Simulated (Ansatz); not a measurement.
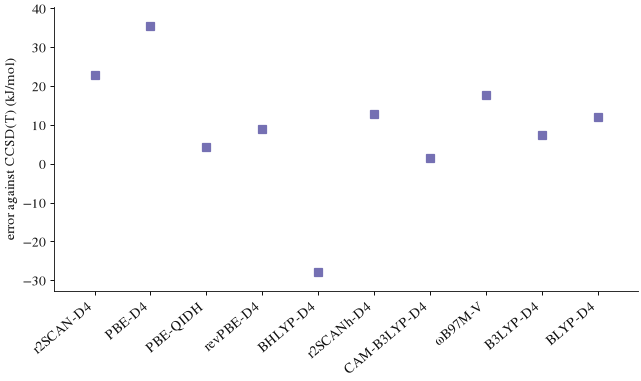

Error in the electronic atomisation energy (method less reference, so positive means overbinding) of BHS, SMILES B=S: functionals in def2-TZVPP against frozen-core CCSD(T) at the limit (scheme: direct), which gives 1037.5 kJ/mol, at a PBE0-D4/def2-TZVP geometry (a minimum by its frequencies), no zero-point or spin-orbit term, the Ansatz code 0.2.0. The reference leaves out core correlation, a term that grows with the number of heavy atoms. PBE-QIDH holds a correlation term that converges slowly with the basis, so part of the distance to the limit is basis error. No dispersion term is added to PBE-QIDH.

Q: Which of these levels overbind, and which underbind?

A: Overbind: r2SCAN-D4, PBE-D4, r2SCANh-D4, ωB97M-V and BLYP-D4. Underbind: BHLYP-D4. Within 10 kJ/mol of zero, too close to call in view of what the reference leaves out: PBE-QIDH, revPBE-D4, CAM-B3LYP-D4 and B3LYP-D4.

Q: What range do the values span?

A: From −27.8 kJ/mol (BHLYP-D4) to 35.4 kJ/mol (PBE-D4).
